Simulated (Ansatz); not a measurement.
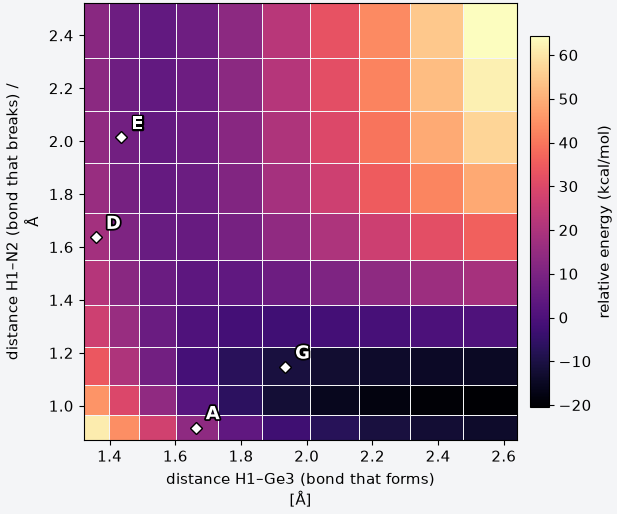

The reacting system GeH₆N (fragments H₃N + GeH₃ where the first distance is long, GeH₄ + H₂N where the second is long), spin multiplicity 2. The first coordinate is: distance H1–Ge3 (bond that forms); the second: distance H1–N2 (bond that breaks). Relaxed at each point: all other coordinates. The grid has 10 × 10 points. Points are written as (first, second). Energies: kcal/mol, counted from a guessed transition structure relaxed with its forming and breaking bonds held. Method: Ansatz 0.2.0, UKS PBE0-D4/def2-SVP.

In the figure: one coloured cell a grid point, lettered points.

### Is E the lowest point of the computed grid?

No. E lies 28 kcal/mol above the lowest grid point, which is at (2.559 Å, 1.014 Å).

### Rank the lettered points by energy, lowest first.

G (−11 kcal/mol), E (8 kcal/mol), A (14 kcal/mol), D (18 kcal/mol).
